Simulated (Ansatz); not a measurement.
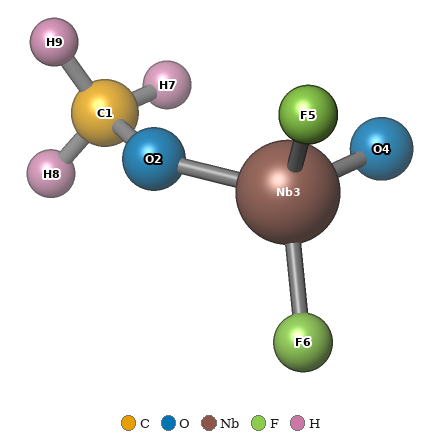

The system is CH3F2NbO2, SMILES C[O][Nb](=[O])([F])[F]; the picture shows the reference structure. The first coordinate is: angle F6–Nb3–O2; the second: angle H7–C1–H9. Nothing is relaxed (all other coordinates rigid). Grid: 13 × 13 points. Points are written as (first, second). All energies are given in kJ/mol relative to the relaxed molecule at the same level. All numbers below come from RKS SPW92 (LDA)/def2-SVP in Ansatz 0.2.0.

Its coordinates:

```
atom    x (Å)    y (Å)    z (Å)
   C  -0.5377  -1.1947  -0.8835
   O  -0.4511   0.1061  -0.3990
  Nb   0.4673   1.1885   0.7967
   O   1.6022   0.1593   1.5404
   F   1.3941   2.5252  -0.1127
   F  -0.6864   1.8363   2.1091
   H   0.2099  -1.8574  -0.3879
   H  -1.5562  -1.6036  -0.6991
   H  -0.3538  -1.2060  -1.9811
```

Range: angle F6–Nb3–O2 from 85.5 to 135.5°; angle H7–C1–H9 from 83.8 to 133.8°.

> Predict the map.

The lowest grid point is at (110.5°, 108.8°), 0 kJ/mol from the relaxed molecule at the same level. No other kind of well shows on this grid. The highest grid point, (85.5°, 133.8°), lies 91 kJ/mol above the lowest. Round the minimum the two coordinates are nearly uncoupled.

```tsv
angle H7–C1–H9 ↓, angle F6–Nb3–O2 →	85.5	89.7	93.8	98.0	102.2	106.3	110.5	114.7	118.8	123.0	127.2	131.3	135.5
133.8	91	77	66	58	53	50	49	50	53	58	65	74	85
129.6	76	62	51	43	38	35	34	35	38	43	50	59	70
125.4	64	49	39	31	26	23	22	23	26	31	38	46	57
121.3	54	40	30	22	16	13	12	13	16	21	28	37	48
117.1	47	33	23	15	9	6	5	6	9	14	21	30	41
112.9	43	29	19	11	5	2	1	2	5	10	17	26	37
108.8	42	28	17	9	4	1	0	1	4	9	16	25	36
104.6	43	29	19	11	5	2	1	2	5	10	17	26	37
100.4	47	33	23	15	9	6	5	6	9	14	21	30	41
96.3	54	40	29	21	16	13	12	13	16	21	28	37	48
92.1	63	49	38	31	25	22	21	22	25	30	37	46	57
87.9	75	61	50	43	37	34	33	34	37	42	49	58	69
83.8	89	75	65	57	51	48	47	49	51	56	64	72	83
```

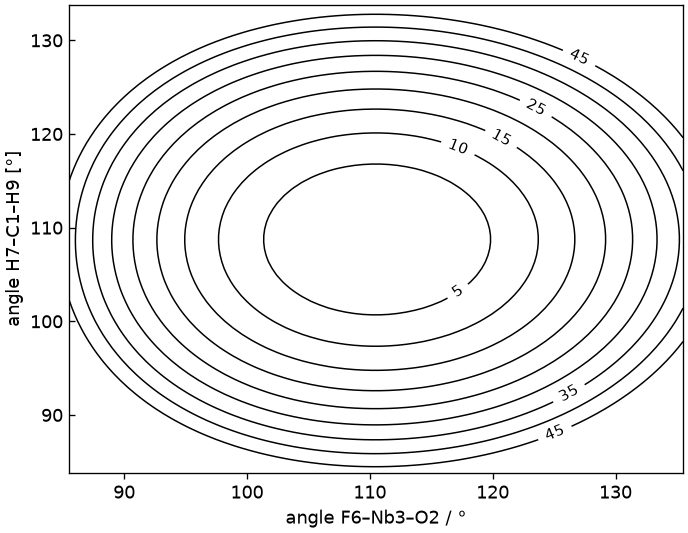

In the figure: contour lines labelled in kJ/mol (none above 45). Between grid points the surface is interpolated.

Each point was launched as `ansatz run input.yaml --threads 1 --pin off --max-ram 2560MiB --backend cpu --events-out ev --progress --plain --runs-dir out`. Time for the 169 points that were run: 16 min on 1 thread of Arm Neoverse N1, with other jobs on the host.
